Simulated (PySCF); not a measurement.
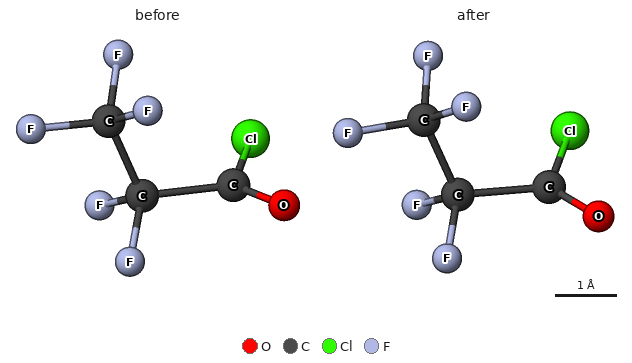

The structure of C3OClF5 before (left) and after (right) a relaxation, at one scale.

The picture is a ball-and-stick view, seen at a tilt.

The start comes from GFN2-xTB.

The calculation used PBE0-D3(BJ)/def2-SVP geometry optimisation, gas phase (PySCF). 

Question: Summarise the run.

Answer: The O atom moves most after the best rigid fit: 0.20 Å. Largest moves by element: O 0.20 Å, Cl 0.17 Å, F 0.13 Å, C 0.03 Å. Near-neighbour distances that change, for instance: C–Cl 1.723 → 1.747 Å, C–C 1.561 → 1.546 Å, C–F 1.346 → 1.333 Å, C–F 1.333 → 1.325 Å. Among the angles between lasting bonds that change: F–C–F 107.2° → 109.5°, C–C–C 110.3° → 112.4°, C–C–F 109.9° → 107.8°. After 7 geometry steps the energy has fallen by 0.050 eV.
